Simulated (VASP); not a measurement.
Band structure of Pt₃Rh (space group Fm-3m). Method: PBE GGA, VASP's PBE PAW potentials (set 64) (plane waves; VASP).

Unless said otherwise, spin-orbit coupling is left out, though it shifts the bands of the heavy elements here.

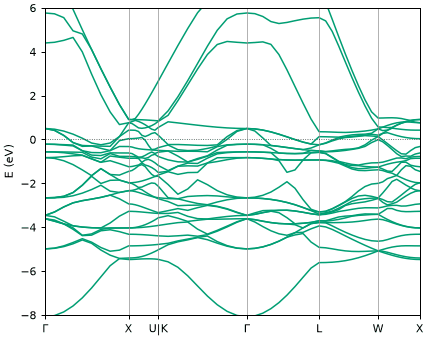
*Bands along high-symmetry lines, zero at the valence-band maximum or, without a gap, the Fermi level*

Problem. Read the plot: is there a gap, and where are the band edges?

Solution. It has no gap at this level: it comes out as a metal or semimetal.

The structure was generated: Pt3Rh was put into an ordered model structure, which need not be its known phase. The cell was not relaxed at this level. The electron count is odd and the run is not spin-polarised, which forces a metal.
